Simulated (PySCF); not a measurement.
C3H7BF3N (SMILES CB(N)CC(F)(F)F)

```xyz
15

C    -1.9267    0.8542   -0.2335
B    -0.6415   -0.0063    0.1110
N    -0.7088   -1.0573    0.9967
C     0.7443    0.3822   -0.6111
C     1.9622   -0.3287   -0.0936
F     1.9106   -1.6656   -0.2675
F     2.1661   -0.1411    1.2252
F     3.0998    0.0703   -0.6974
H    -1.8063    1.8830    0.1002
H    -2.1012    0.9011   -1.3061
H    -2.8315    0.4688    0.2290
H     0.0669   -1.6406    1.2638
H    -1.5621   -1.3278    1.4568
H     0.6835    0.1645   -1.6790
H     0.9402    1.4513   -0.5166
```

Geometry: GFN2-xTB.

Method: PySCF, PBE0/pcSseg-1, SCF density, gas phase, non-relativistic.

What will maps of the electron density and electron localisation function show?

Answer. C–F (1.35 Å): ρ is about 2.3 e/Å³ halfway, with its minimum of 1.9 e/Å³ about 0.5 Å from C; the ELF peaks at about 0.85 between the atoms, as expected for a polar covalent bond.
B–N (1.38 Å): the density is about 2 e/Å³ at the midpoint; the ELF peaks at about 0.90 between the atoms (a short, strongly polar bond).
C–C (1.50 Å): ρ is about 1.8 e/Å³ halfway; the ELF peaks at about 0.95 between the atoms; a shared electron pair.
C–B (1.58 Å): ρ at the midpoint is about 1.4 e/Å³; the ELF peaks at about 1 between the atoms (a shared electron pair).

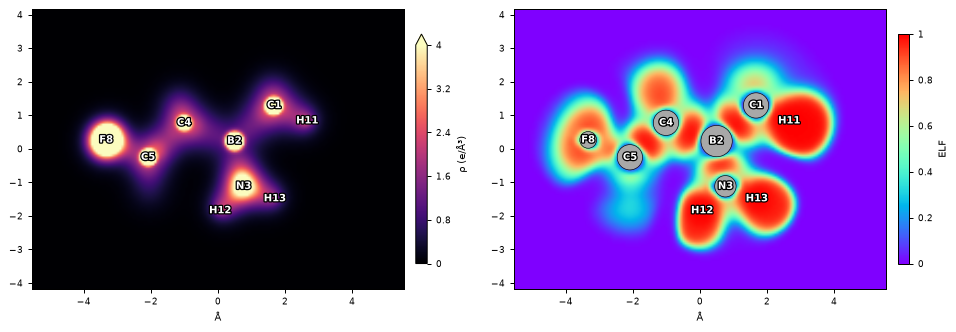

Computed electron density and electron localisation function on the plane of atoms B2, C1 and H11, in this order. Grey discs cover the atomic cores in the ELF map. 
